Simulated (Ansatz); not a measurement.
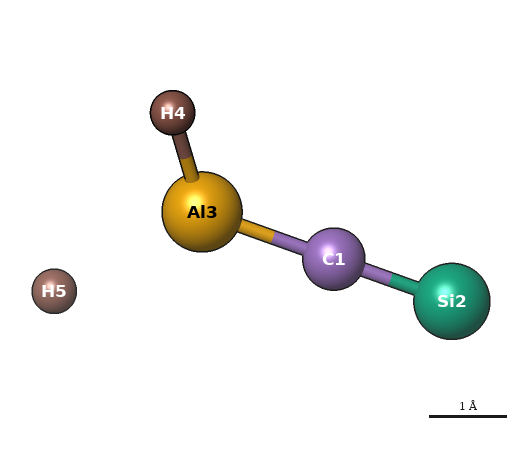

Figure made from data computed with Ansatz.

Charge −1, singlet. Geometry: moved along internal coordinates away from the minimum.

List the bonds and their lengths.

| bond | length (Å) |
| --- | --- |
| C1–Si2 | 1.659 |
| C1–Al3 | 1.853 |
| Al3–H4 | 1.576 |
